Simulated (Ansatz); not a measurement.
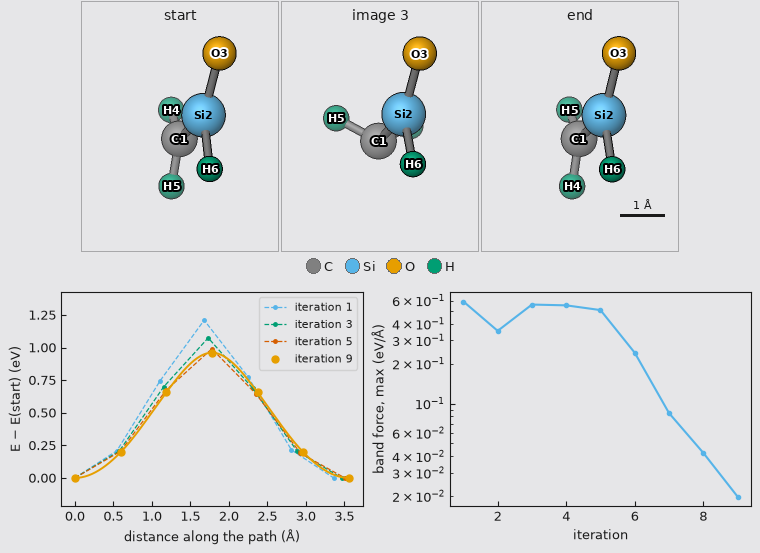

A nudged-elastic-band calculation for CH3OSi (charge −1). Images are numbered from 0 (start) to 6 (end). The plot follows the band through its iterations. Style: ball-and-stick. Shown from a free direction.

Computed with RKS PBE-D4/def2-SVP (Ansatz 0.2.0).

The input:
```yaml
crystal:
  periodic: [false, false, false]
  atoms:
    - { symbol: C, position_ang: [-0.493713, 0.384308, -0.71551] }
    - { symbol: Si, position_ang: [0.383431, -0.431569, 0.558971] }
    - { symbol: O, position_ang: [0.629843, -1.948394, 0.947053] }
    - { symbol: H, position_ang: [-1.062345, -0.11869, -1.517696] }
    - { symbol: H, position_ang: [-0.497368, 1.490059, -0.746881] }
    - { symbol: H, position_ang: [1.040142, 0.624276, 1.474063] }
total_charge: -1
basis:
  gaussian: { orbitals: def2-SVP }
hamiltonian:
  xc: pbe
  dispersion: d4
neb:
  order_check: false
  images: 5
  f_tol: 0.03
  max_iterations: 60
  initial_path: linear
  final_atoms:
    - { symbol: C, position_ang: [-0.49293632, 0.38454203, -0.71549869] }
    - { symbol: Si, position_ang: [0.38364173, -0.43167166, 0.55910549] }
    - { symbol: O, position_ang: [0.63062862, -1.94860069, 0.94656544] }
    - { symbol: H, position_ang: [-0.49928892, 1.49024018, -0.74652952] }
    - { symbol: H, position_ang: [-1.06068983, -0.11935201, -1.51796139] }
    - { symbol: H, position_ang: [1.03863473, 0.62483216, 1.47431867] }
```

Run as
```bash
ansatz run input.yaml --threads 1 --pin off --max-ram 2048MiB --backend cpu --events-out ev --progress --plain --runs-dir out
```

How did the profile develop, and is the result final?

The run is converged, with reservations. The band converged in 9 iterations. The largest component of the band force went from 0.59 to 0.02 eV/Å. The climbing image converged on the top of the path. Its curvatures weren't checked. The straight starting path can push atoms close together and costs iterations. The first iteration put the highest image at 1.21 eV. The barrier is about 0.96 eV in both directions, with image 3 at the top; the ends have the same energy.

Limits of the set-up: the basis has no diffuse functions, which an anion needs.
